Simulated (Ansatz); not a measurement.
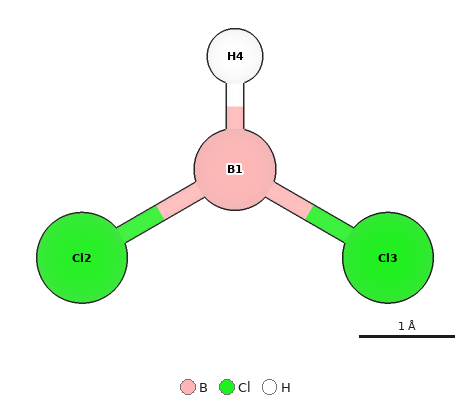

**Figure 1.** The structure as given in the input (ball-and-stick view, seen on its broad side; atoms are numbered from 1 in the order of the input).

**Geometry relaxation of BHCl2**

System: BHCl2.
Method: RKS PBE0-D4/def2-SVP (Ansatz 0.2.0).

It belongs to a series of runs on one base structure; here: start relaxed. Figures and captions count atoms from 1; the log counts them from 0 in places.

What the program printed:
```
The last accepted step is kept in [file] (removed where the run ends without a failure and the disk answers)
Engine: ansatz 0.2.0, aarch64-unknown-linux-gnu
Functional definition: PBE0
  parameter a = 0.25
  parameter kappa = 0.804
  parameter beta = 0.06672455060314922
  exchange = (1 - a)*pbe_x(kappa = kappa, mu = beta*pi^2/3) + a*exact_x
  correlation = pbe_c(beta = beta)
560 factors; integrals over basis functions are off by at most 3.8e-4 eV
mean field evaluation 1: about -25721.8097 eV, gradient 7.4e0 eV
mean field evaluation 2: about -25721.9385 eV, gradient 3.6e0 eV
mean field evaluation 4: about -25721.9651 eV, gradient 5.0e-1 eV
mean field evaluation 8: about -25721.9918 eV, gradient 6.2e-4 eV
mean field -25721.99182666 eV, -945.2657646376 hartree, gradient 2.9e-5 eV, S^2 0.000000; 0 other end points of the search recorded, 0 dependent functions left out
the calculation of the forces begins
reference -25721.99184464 eV, -945.2657652982 hartree; 20, 20 occupied and 35, 35 virtual orbitals, 560 factors
relax step   1: F+E_penalty+E_count = -25722.05625273 eV  Δ(F+E_penalty+E_count) = +0.000e0 eV  max|allowed force component| = 2.508e0 eV/Å  Δτ_max = 0.0000 Å  (24 SCF iters, accepted)
these checks for a lower state are left out or cut short: starts, cluster_reference, orbital_swaps, neighbouring_geometries, increment
560 factors; integrals over basis functions are off by at most 3.8e-4 eV
mean field evaluation 16: about -25722.2603 eV, gradient 1.9e-1 eV
mean field -25722.26049582 eV, -945.2756380471 hartree, gradient 1.1e-5 eV, S^2 0.000000; 0 other end points of the search recorded, 0 dependent functions left out
the calculation of the forces begins
reference -25722.26051378 eV, -945.2756387069 hartree; 20, 20 occupied and 35, 35 virtual orbitals, 560 factors
relax step   2: F+E_penalty+E_count = -25722.32614911 eV  Δ(F+E_penalty+E_count) = -2.699e-1 eV  max|allowed force component| = 1.228e0 eV/Å  Δτ_max = 0.0753 Å  (29 SCF iters, accepted)
these checks for a lower state are left out or cut short: starts, cluster_reference, orbital_swaps, neighbouring_geometries, increment
560 factors; integrals over basis functions are off by at most 3.8e-4 eV
mean field -25722.32234056 eV, -945.2779107994 hartree, gradient 1.1e-5 eV, S^2 0.000000; 0 other end points of the search recorded, 0 dependent functions left out
the calculation of the forces begins
reference -25722.32235830 eV, -945.2779114513 hartree; 20, 20 occupied and 35, 35 virtual orbitals, 560 factors
relax step   3: F+E_penalty+E_count = -25722.38857079 eV  Δ(F+E_penalty+E_count) = -6.242e-2 eV  max|allowed force component| = 2.641e-1 eV/Å  Δτ_max = 0.0444 Å  (29 SCF iters, accepted)
these checks for a lower state are left out or cut short: starts, cluster_reference, orbital_swaps, neighbouring_geometries, increment
560 factors; integrals over basis functions are off by at most 3.8e-4 eV
mean field evaluation 32: about -25722.3248 eV, gradient 1.8e-1 eV
mean field -25722.32494831 eV, -945.2780066325 hartree, gradient 8.5e-6 eV, S^2 0.000000; 0 other end points of the search recorded, 0 dependent functions left out
the calculation of the forces begins
reference -25722.32496608 eV, -945.2780072854 hartree; 20, 20 occupied and 35, 35 virtual orbitals, 560 factors
relax step   4: F+E_penalty+E_count = -25722.39107042 eV  Δ(F+E_penalty+E_count) = -2.500e-3 eV  max|allowed force component| = 5.776e-3 eV/Å  Δτ_max = 0.0077 Å  (30 SCF iters, accepted)
```

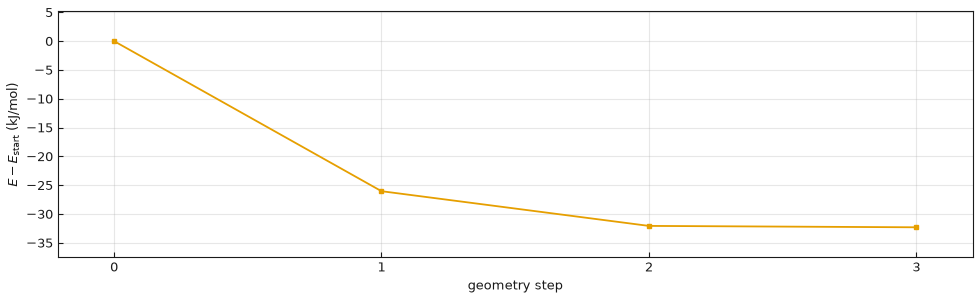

**Figure 2.** Progress of the relaxation, step by step (the first geometry is step 0 here and step 1 in the log).

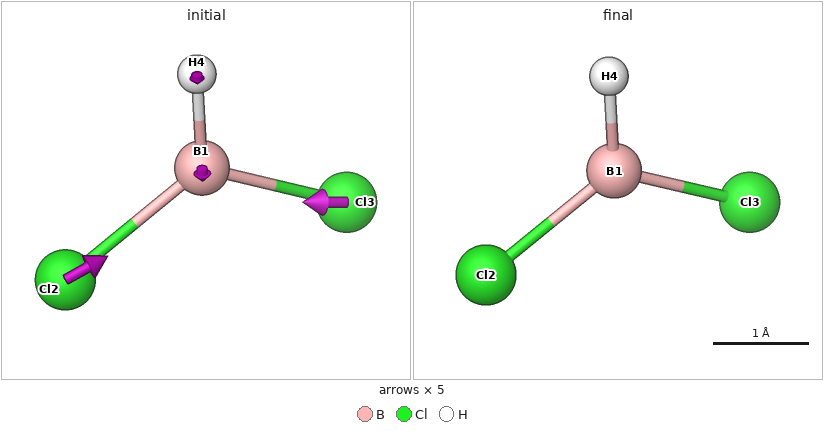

**Figure 3.** Before (left) and after (right) the relaxation, at one scale (ball-and-stick view, seen at a tilt). The pink arrows give the displacements, magnified 5 times. The largest moves after the best rigid fit, 0.11 Å, are those of Cl2 and Cl3. Largest moves by element: Cl 0.11 Å, B 0.04 Å, H 0.03 Å. Among the contacts that change: B1–Cl2 1.860 → 1.739 Å, B1–H4 1.190 → 1.200 Å. Over 3 geometry steps the energy falls by 32.3 kJ/mol. The largest force component goes from 2.5 to 0.0058 eV/Å. (Atoms are counted from 1 in the order of the input.)

```
560 factors; integrals over basis functions are off by at most 3.8e-4 eV
mean field -25722.32494831 eV, -945.2780066325 hartree, gradient 8.5e-6 eV, S^2 0.000000; 1 other end points of the search recorded, 0 dependent functions left out
the calculation of the forces begins
reference -25722.32496608 eV, -945.2780072854 hartree; 20, 20 occupied and 35, 35 virtual orbitals, 560 factors
Total energy: -25722.39108819 eV, -945.2804372279 hartree
Atom 0 at     0.031190     0.000000     0.017997 Å, force     0.005652     0.000000     0.003273 eV/Å
Atom 1 at     0.023516    -0.000000     1.756976 Å, force     0.001633    -0.000000    -0.002688 eV/Å
Atom 2 at     1.533362    -0.000000    -0.858122 Å, force    -0.001509    -0.000000     0.002754 eV/Å
Atom 3 at    -1.007767    -0.000000    -0.581851 Å, force    -0.005776    -0.000000    -0.003339 eV/Å
Dipole moment:    -0.067276    -0.000000    -0.038843 e Å
```

Trajectory as extended XYZ (Å, eV, eV/Å), 4 frames, from step=1 to step=4:
```
4
Properties=species:S:1:pos:R:3:forces:R:3 step=1 energy=-25722.05625
B     0.0000    0.0000    0.0000    2.1961   0.0000   1.2679
Cl    0.0000    0.0000    1.8600    0.0883   0.0000  -2.5082
Cl    1.6108    0.0000   -0.9300   -2.1278   0.0000   1.3306
H    -1.0305    0.0000   -0.5950   -0.1566   0.0000  -0.0902
4
Properties=species:S:1:pos:R:3:forces:R:3 step=2 energy=-25722.32615
B     0.0064    0.0000    0.0037    1.2281   0.0000   0.7090
Cl    0.0334    0.0000    1.7925   -0.0924   0.0000  -1.1903
Cl    1.5691    0.0000   -0.8673   -1.0770   0.0000   0.5151
H    -1.0287    0.0000   -0.5940   -0.0587   0.0000  -0.0339
4
Properties=species:S:1:pos:R:3:forces:R:3 step=3 energy=-25722.38857
B     0.0343    0.0000    0.0198   -0.2062   0.0000  -0.1190
Cl    0.0235    0.0000    1.7492    0.0011   0.0000   0.2641
Cl    1.5267    0.0000   -0.8543    0.2293   0.0000  -0.1312
H    -1.0042    0.0000   -0.5798   -0.0242   0.0000  -0.0140
4
Properties=species:S:1:pos:R:3:forces:R:3 step=4 energy=-25722.39107
B     0.0312    0.0000    0.0180    0.0057   0.0000   0.0033
Cl    0.0235    0.0000    1.7570    0.0016   0.0000  -0.0027
Cl    1.5334    0.0000   -0.8581   -0.0015   0.0000   0.0028
H    -1.0078    0.0000   -0.5819   -0.0058   0.0000  -0.0033
```

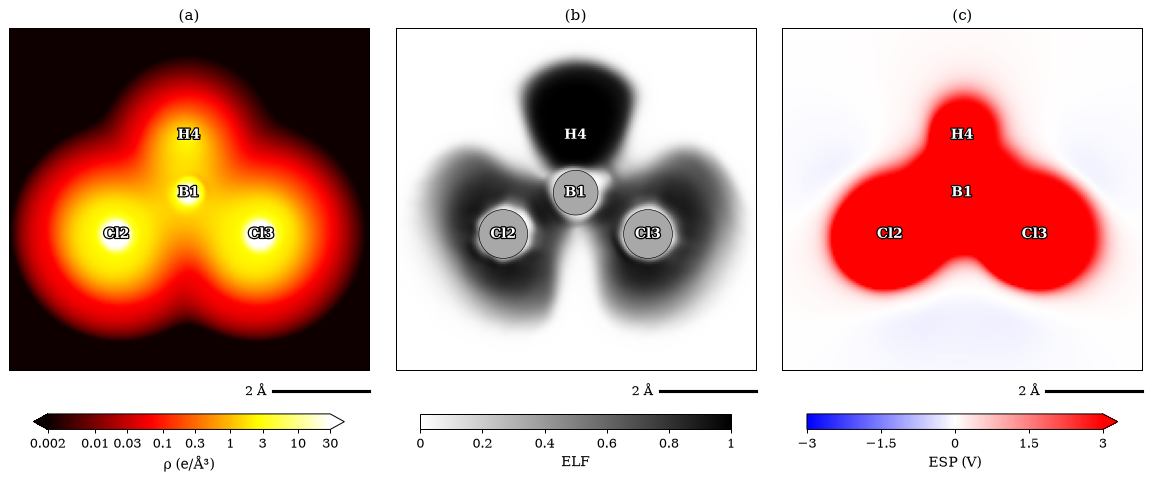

**Figure 4.** (a) electron density; (b) electron localisation function; (c) electrostatic potential on the molecular plane. Grey discs, where drawn, cover atomic cores. Atoms in the plane: B, Cl and H. B–Cl (1.74 Å): ρ is about 1.4 e/Å³ halfway; the ELF peaks at about 0.90 between the atoms, which marks a shared but strongly polarised pair.

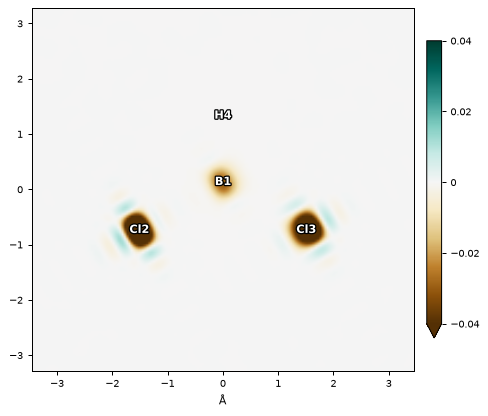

**Figure 5.** One frontier orbital on the molecular plane (values in Å⁻³ᐟ²; the overall sign is arbitrary). The LUMO, at −1.51 eV. By Hirshfeld shares it lies mainly on B1 (55 %), Cl2 (20 %) and Cl3 (20 %); it changes sign across the molecular plane (π type); π-antibonding (a node) across B1–Cl2 and B1–Cl3.

The run was set up as follows.

Input file:
```yaml
crystal:
  periodic: [false, false, false]
  atoms:
    - { symbol: B, position_ang: [0.0, 0.0, 0.0] }
    - { symbol: Cl, position_ang: [0.0, 0.0, 1.86] }
    - { symbol: Cl, position_ang: [1.6108, 0.0, -0.93] }
    - { symbol: H, position_ang: [-1.0305, 0.0, -0.595] }
basis:
  gaussian: { orbitals: def2-SVP }
hamiltonian:
  xc: pbe0
  dispersion: d4
relax:
  f_tol: 0.02
  max_steps: 40
output:
  orbitals: {}
```

Command:
```bash
ansatz run input.yaml --threads 1 --pin off --max-ram 2048MiB --backend cpu --events-out ev --progress --plain --runs-dir out
```

Results in brief:

| quantity | value |
| --- | --- |
| outcome | converged |
| total energy | −25722.3911 eV |
| mean-field energy | −25722.3250 eV |
| largest force (length of the vector) at the end | 0.007 eV/Å |
| hardware | 1 thread of Arm Neoverse V1, 24 GiB of memory available, shared host |
| wall time | 6.4 s |
| peak memory | 0.1 GiB |
